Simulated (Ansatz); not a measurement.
Hf₄N

```cif
data_structure
_symmetry_space_group_name_H-M 'P 1'
_symmetry_Int_Tables_number 1
_cell_length_a 5.1488
_cell_length_b 3.2212
_cell_length_c 5.6256
_cell_angle_alpha 90.000
_cell_angle_beta 90.198
_cell_angle_gamma 90.000
_cell_volume 93.30
loop_
_atom_site_label
_atom_site_type_symbol
_atom_site_fract_x
_atom_site_fract_y
_atom_site_fract_z
_atom_site_occupancy
Hf1 Hf 0.24572 0.50000 0.15874 1
Hf2 Hf 0.75428 0.50000 0.84126 1
Hf3 Hf 0.74302 0.00000 0.32897 1
Hf4 Hf 0.25698 0.00000 0.67103 1
N1 N 0.00000 0.00000 0.00000 1
```

Space group P2/m; a generated structure, not necessarily the stable one; computed without spin polarisation.

All numbers below come from DFT PBE, scalar-relativistic, plane waves, PAW in Ansatz 0.2.0.

Q: What can the converged valence pseudo-density and electron localisation function tell about the bonding?

A: Hf–N (2.28 Å): ρ is about 0.49 e/Å³ halfway; the ELF peaks at about 0.80 in the valence shell of N, 0.7 Å from its nucleus, and is about 0.15 at the midpoint: no shared electron pair shows on this line.
Hf–Hf (3.16 Å): the density is about 0.17 e/Å³ at the midpoint; the ELF is about 0.20 at the midpoint (no localised pair shows between them).
Hf–Hf (3.27 Å): the density is about 0.17 e/Å³ at the midpoint; the ELF is about 0.30 at the midpoint; no shared electron pair shows on this line.
The ELF has a maximum of about 0.80 in the space between the atoms, 1.9 Å from four Hf atoms, on no atom or two-centre bond.
Bader's partition of the density gives Hf +0.19 to +0.77 and N −1.92 e.

Q: Which way does charge flow, and how much by Bader's partition?

A: Electrons move from Hf towards N. Bader charges: Hf +0.19 to +0.77 and N −1.92 e.

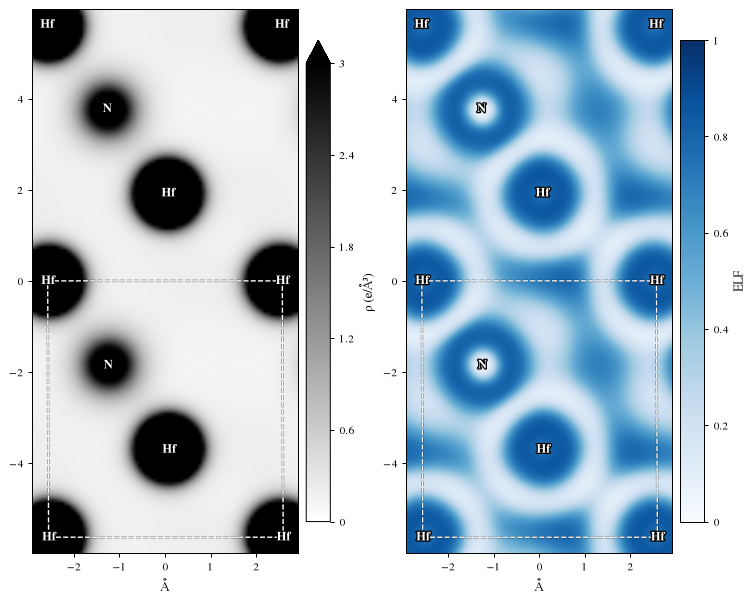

Computed valence pseudo-density and electron localisation function on the (010) plane of the conventional cell, in this order. 

Core electrons are frozen (PAW), and the valence fields are smoothed inside the atomic spheres.
